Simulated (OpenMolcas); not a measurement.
# Run report: W²⁺, multiconfigurational calculation

System: W²⁺.
Method: state-averaged SS-CASPT2, IPEA shift 0.75, real shift 0.2 hartree, closed shells 5s 5p correlated, active space 4 electrons in the shell 5d, basis ANO-R2, X2C scalar Hamiltonian, spin-orbit coupling by RASSI with atomic mean-field integrals (OpenMolcas).

### Key numbers

```tsv
quantity	value
outcome	converged; degenerate states are split by up to 458 cm⁻¹
lowest level	5d⁴ ⁵D₀
first excited level	5d⁴ ⁵D₁, 1,932 cm⁻¹ (measured: 2,256)
energy of the lowest spin-free term	−16137.86820 hartree
energy of the lowest spin-orbit level	−16137.89946 hartree
CASPT2 correlation energy	−0.2403 hartree
largest spread among components of a term	457.8 cm⁻¹
lowest reference weight	0.945
hardware	1 thread of Arm Neoverse V1, 112 GiB of memory available, shared host
wall time	21 s
```

### Remarks

Against measured levels the run misses widely: 5d4 3P J = 1 comes out at 17,167 cm⁻¹ where 12,881 cm⁻¹ is measured. The components of ¹G, which symmetry makes degenerate, are split by 458 cm⁻¹ in CASPT2, and those of 6 more by over 50 cm⁻¹. This is an artefact; the levels of such states rest on averages and are uncertain by about as much. The run is of multi-state type; this report uses its single-state energies. Caveats: only configurations of the active space are included; spin-free states above about 33,000 cm⁻¹ are left out of the spin-orbit step.

### Input file
```
&GATEWAY
Coord
1

W 0.0 0.0 0.0
Basis=ANO-R2
Group=XYZ
NoMove
AngMom=0.0 0.0 0.0
AMFI
&SEWARD
&RASSCF
FileOrb=start.orb
Symmetry=1
Spin=5
nActEl=4 0 0
Inactive=15 19
Ras2=5 0
CIRoot=5 5 1
SDav=5
CIMx=300
Iter=120 100
PrWF=0.3
OrbListing=Nothing
MaxOrb=0
Atom
>>> COPY $Project.JobIph JOB001
&RASSCF
FileOrb=start.orb
Symmetry=1
Spin=3
nActEl=4 0 0
Inactive=15 19
Ras2=5 0
CIRoot=45 45 1
SDav=45
CIMx=300
Iter=120 100
PrWF=0.3
OrbListing=Nothing
MaxOrb=0
Atom
CIOnly
>>> COPY $Project.JobIph JOB002
&RASSCF
FileOrb=start.orb
Symmetry=1
Spin=1
nActEl=4 0 0
Inactive=15 19
Ras2=5 0
CIRoot=50 50 1
SDav=50
CIMx=300
Iter=120 100
PrWF=0.3
OrbListing=Nothing
MaxOrb=0
Atom
CIOnly
>>> COPY $Project.JobIph JOB003
&RASSI
NrOfJobIphs=3 5 35 28
1 2 3 4 5
1 2 3 4 5 6 7 8 9 10 11 12 13 14 15 16 17 18 19 20 21 22 23 24 25 26 27
28 29 30 31 32 33 34 35
1 2 3 4 5 6 7 8 9 10 11 12 13 14 15 16 17 18 19 20 21 22 23 24 25 26 27
28
IphNames
JOB001
JOB002
JOB003
EJob
SpinOrbit
DIPRint=1.0
SOCoupling=1000.0
Subsets=2
MEES
Property=10
'ANGMOM' 1 'ANGMOM' 2 'ANGMOM' 3 'MLTPL  1' 1 'MLTPL  1' 2 'MLTPL  1' 3
'AMFI' 1 'AMFI' 2 'AMFI' 3 'MLTPL  2' 6
SOProperty=3
'ANGMOM' 1 'ANGMOM' 2 'ANGMOM' 3
>>> COPY JOB001 $Project.JobIph
&CASPT2
Multistate=5 1 2 3 4 5
Frozen=14 16
IPEA=0.75
Shift=0.2
MaxIter=60
WThr=0.0 0.3 0.05
PrWF=0.5
NoMix
>>> COPY JOB002 $Project.JobIph
&CASPT2
Multistate=35 1 2 3 4 5 6 7 8 9 10 11 12 13 14 15 16 17 18 19 20 21 22
23 24 25 26 27 28 29 30 31 32 33 34 35
Frozen=14 16
IPEA=0.75
Shift=0.2
MaxIter=60
WThr=0.0 0.3 0.05
PrWF=0.5
NoMix
>>> COPY JOB003 $Project.JobIph
&CASPT2
Multistate=28 1 2 3 4 5 6 7 8 9 10 11 12 13 14 15 16 17 18 19 20 21 22
23 24 25 26 27 28
Frozen=14 16
IPEA=0.75
Shift=0.2
MaxIter=60
WThr=0.0 0.3 0.05
PrWF=0.5
NoMix
```

The file start.orb holds starting orbitals from an earlier step. A driver script formed the levels outside the program, from RASSI's spin-orbit matrix and the CASPT2 energies (for multi-state variants, the effective Hamiltonian), averaged over the components of each term or state. The log and the time are those of the CASPT2 step.

Run as:
```bash
OMP_NUM_THREADS=1 MOLCAS_MEM=2252 MOLCAS_PROJECT=a pymolcas a.inp > a.log  # once for each step of the input, in one work folder
```

### Log (extracts)
```
--- CASPT2 ---
Orbital specifications:
      -----------------------

      Symmetry species                           1   2
                                                ag  au
      Frozen orbitals                           14  16
      Inactive orbitals                          1   3
      Active orbitals                            5   0
      Secondary orbitals                        31  20
      Deleted orbitals                           0   0
      Number of basis functions                 51  39
Type of calculation                        MS-CASPT2
      Fock operator                              state-specific
      IPEA shift                                 0.75
      Real shift                                 0.20
      Imaginary shift                            0.00
      The input orbitals will be transformed to quasi-canonical
Reference energy:      -16137.6279027025
      E2 (Non-variational):      -0.2326069042
      Shift correction:          -0.0077005861
      E2 (Variational):          -0.2403074903
      Total energy:          -16137.8682101928
      Residual norm:              0.0000000582
      Reference weight:           0.96292
      Contributions to the CASPT2 correlation energy
      Active & Virtual Only:         -0.0243967635
      One Inactive Excited:          -0.1029547489
      Two Inactive Excited:          -0.1052553918
Reference energy:      -16137.6279027025
      E2 (Non-variational):      -0.2326043156
      Shift correction:          -0.0077003558
      E2 (Variational):          -0.2403046714
      Total energy:          -16137.8682073740
      Residual norm:              0.0000000579
      Reference weight:           0.96293
      Contributions to the CASPT2 correlation energy
      Active & Virtual Only:         -0.0243967698
      One Inactive Excited:          -0.1029521340
      Two Inactive Excited:          -0.1052554117
::    CASPT2 Root  1     Total energy: -16137.86821019
::    CASPT2 Root  2     Total energy: -16137.86820737
::    CASPT2 Root  3     Total energy: -16137.86821140
::    CASPT2 Root  4     Total energy: -16137.86821086
::    CASPT2 Root  5     Total energy: -16137.86818044
::    MS-CASPT2 Root  1     Total energy: -16137.86821560
::    MS-CASPT2 Root  2     Total energy: -16137.86821277
::    MS-CASPT2 Root  3     Total energy: -16137.86820973
::    MS-CASPT2 Root  4     Total energy: -16137.86820670
::    MS-CASPT2 Root  5     Total energy: -16137.86817547
--- CASPT2 ---
Orbital specifications:
      -----------------------

      Symmetry species                           1   2
                                                ag  au
      Frozen orbitals                           14  16
      Inactive orbitals                          1   3
      Active orbitals                            5   0
      Secondary orbitals                        31  20
      Deleted orbitals                           0   0
      Number of basis functions                 51  39
Type of calculation                        MS-CASPT2
      Fock operator                              state-specific
      IPEA shift                                 0.75
      Real shift                                 0.20
      Imaginary shift                            0.00
      The input orbitals will be transformed to quasi-canonical
Reference energy:      -16137.5618125372
      E2 (Non-variational):      -0.2395509736
      Shift correction:          -0.0083273839
      E2 (Variational):          -0.2478783575
      Total energy:          -16137.8096908947
      Residual norm:              0.0000000706
      Reference weight:           0.96003
      Contributions to the CASPT2 correlation energy
      Active & Virtual Only:         -0.0314243860
      One Inactive Excited:          -0.1056484785
      Two Inactive Excited:          -0.1024781091
Reference energy:      -16137.5618125372
      E2 (Non-variational):      -0.2397028813
      Shift correction:          -0.0083444761
      E2 (Variational):          -0.2480473574
      Total energy:          -16137.8098598945
      Residual norm:              0.0000000963
      Reference weight:           0.95995
      Contributions to the CASPT2 correlation energy
      Active & Virtual Only:         -0.0314416570
      One Inactive Excited:          -0.1056494626
      Two Inactive Excited:          -0.1026117617
::    CASPT2 Root  1     Total energy: -16137.80969089
::    CASPT2 Root  2     Total energy: -16137.80985989
::    CASPT2 Root  3     Total energy: -16137.80972499
::    CASPT2 Root  4     Total energy: -16137.80948554
::    CASPT2 Root  5     Total energy: -16137.80978318
::    CASPT2 Root  6     Total energy: -16137.80977290
::    CASPT2 Root  7     Total energy: -16137.80959078
::    CASPT2 Root  8     Total energy: -16137.80976542
::    CASPT2 Root  9     Total energy: -16137.80978775
::    CASPT2 Root 10     Total energy: -16137.80987095
::    CASPT2 Root 11     Total energy: -16137.80981149
::    CASPT2 Root 12     Total energy: -16137.80922367
::    CASPT2 Root 13     Total energy: -16137.80924822
::    CASPT2 Root 14     Total energy: -16137.80924309
::    CASPT2 Root 15     Total energy: -16137.80344232
::    CASPT2 Root 16     Total energy: -16137.80352939
::    CASPT2 Root 17     Total energy: -16137.80269031
::    CASPT2 Root 18     Total energy: -16137.80314891
::    CASPT2 Root 19     Total energy: -16137.80267820
::    CASPT2 Root 20     Total energy: -16137.80357192
::    CASPT2 Root 21     Total energy: -16137.80283879
::    CASPT2 Root 22     Total energy: -16137.79669803
::    CASPT2 Root 23     Total energy: -16137.79663947
::    CASPT2 Root 24     Total energy: -16137.79666249
::    CASPT2 Root 25     Total energy: -16137.79673057
::    CASPT2 Root 26     Total energy: -16137.79655880
::    CASPT2 Root 27     Total energy: -16137.79682197
::    CASPT2 Root 28     Total energy: -16137.79693934
::    CASPT2 Root 29     Total energy: -16137.79668082
::    CASPT2 Root 30     Total energy: -16137.79664450
--- CASPT2 ---
Orbital specifications:
      -----------------------

      Symmetry species                           1   2
                                                ag  au
      Frozen orbitals                           14  16
      Inactive orbitals                          1   3
      Active orbitals                            5   0
      Secondary orbitals                        31  20
      Deleted orbitals                           0   0
      Number of basis functions                 51  39
Type of calculation                        MS-CASPT2
      Fock operator                              state-specific
      IPEA shift                                 0.75
      Real shift                                 0.20
      Imaginary shift                            0.00
      The input orbitals will be transformed to quasi-canonical
Reference energy:      -16137.5287674545
      E2 (Non-variational):      -0.2453977406
      Shift correction:          -0.0088304006
      E2 (Variational):          -0.2542281412
      Total energy:          -16137.7829955957
      Residual norm:              0.0000000804
      Reference weight:           0.95771
      Contributions to the CASPT2 correlation energy
      Active & Virtual Only:         -0.0353712658
      One Inactive Excited:          -0.1086632445
      Two Inactive Excited:          -0.1013632303
Reference energy:      -16137.5287674545
      E2 (Non-variational):      -0.2452544793
      Shift correction:          -0.0088225171
      E2 (Variational):          -0.2540769964
      Total energy:          -16137.7828444509
      Residual norm:              0.0000000728
      Reference weight:           0.95775
      Contributions to the CASPT2 correlation energy
      Active & Virtual Only:         -0.0353882698
      One Inactive Excited:          -0.1085721532
      Two Inactive Excited:          -0.1012940562
::    CASPT2 Root  1     Total energy: -16137.78299560
::    CASPT2 Root  2     Total energy: -16137.78284445
::    CASPT2 Root  3     Total energy: -16137.78315019
::    CASPT2 Root  4     Total energy: -16137.78308057
::    CASPT2 Root  5     Total energy: -16137.78315782
::    CASPT2 Root  6     Total energy: -16137.78258664
::    CASPT2 Root  7     Total energy: -16137.78283031
::    CASPT2 Root  8     Total energy: -16137.78329148
::    CASPT2 Root  9     Total energy: -16137.78247760
::    CASPT2 Root 10     Total energy: -16137.78272721
::    CASPT2 Root 11     Total energy: -16137.78243043
::    CASPT2 Root 12     Total energy: -16137.78216447
::    CASPT2 Root 13     Total energy: -16137.78343098
::    CASPT2 Root 14     Total energy: -16137.77920207
::    CASPT2 Root 15     Total energy: -16137.77840213
::    CASPT2 Root 16     Total energy: -16137.77711625
::    CASPT2 Root 17     Total energy: -16137.77850303
::    CASPT2 Root 18     Total energy: -16137.77900550
::    CASPT2 Root 19     Total energy: -16137.77815059
::    CASPT2 Root 20     Total energy: -16137.77856382
::    CASPT2 Root 21     Total energy: -16137.77818395
::    CASPT2 Root 22     Total energy: -16137.77839791
::    CASPT2 Root 23     Total energy: -16137.76290876
::    CASPT2 Root 24     Total energy: -16137.77003626
::    CASPT2 Root 25     Total energy: -16137.77007092
::    CASPT2 Root 26     Total energy: -16137.77014652
::    CASPT2 Root 27     Total energy: -16137.76986542
::    CASPT2 Root 28     Total energy: -16137.76988774
::    MS-CASPT2 Root  1     Total energy: -16137.78730080
::    MS-CASPT2 Root  2     Total energy: -16137.78695063
```

### Spin-orbit levels, grouped by J and assigned

```csv
Configuration,Level,E (cm⁻¹),LS purity (%),Landé g
5d⁴,⁵D₀,0,77,–
5d⁴,⁵D₁,"1,932",89,1.500
5d⁴,⁵D₂,"4,038",95,1.490
5d⁴,⁵D₃,"5,917",94,1.481
5d⁴,⁵D₄,"7,545",86,1.460
5d⁴,³P₀,"12,770",66,–
5d⁴,³H₄,"15,070",63,0.918
5d⁴,³P₁,"17,170",85,1.442
5d⁴,³H₅,"17,940",80,1.066
5d⁴,³G₃,"18,210",56,0.906
5d⁴,³F₂,"18,220",78,0.753
5d⁴,³H₆,"19,410",80,1.134
5d⁴,"J = 4 (even, mixed)","21,040",38,1.090
5d⁴,³P₂,"22,050",74,1.416
5d⁴,"J = 4 (even, mixed)","22,790",44,1.079
5d⁴,"J = 3 (even, mixed)","23,850",54,0.949
5d⁴,³G₅,"25,570",80,1.168
```

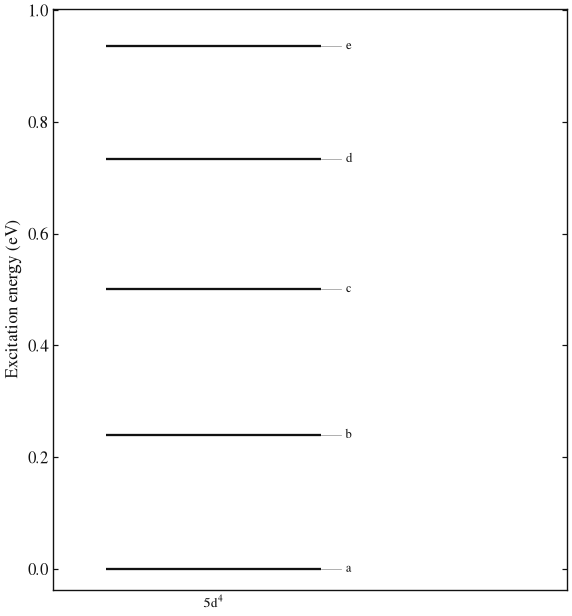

**Figure 1.** The lowest computed levels of W III (W²⁺), 5 of them lettered. a: 5d⁴ ⁵D₀ at 0; b: 5d⁴ ⁵D₁ at 0.239 eV; c: 5d⁴ ⁵D₂ at 0.501 eV; d: 5d⁴ ⁵D₃ at 0.734 eV; e: 5d⁴ ⁵D₄ at 0.936 eV.
